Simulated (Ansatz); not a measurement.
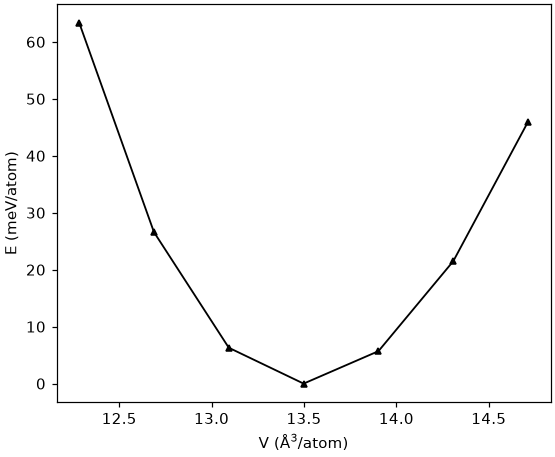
Figure: TiSi2 in space group Fddd (No. 70; Ti on 8b, Si on 16f) under volume change, the program Ansatz at the LDA level (PAW), shape and atoms relaxed at each volume.

Problem. What does a third-order Birch–Murnaghan fit give for V₀, B₀ and B′?

Solution. V₀ = 13.50 Å³/atom, B₀ = 157 GPa, B′ = 4.3.

Symmetry was held in the LDA relaxation. The run is not spin-polarised.

Potentials: the earlier of the program's two PAW sets. The files were generated under PBE; for other functionals the program regenerates the frozen cores, and for LDA and PBEsol the local potential too.
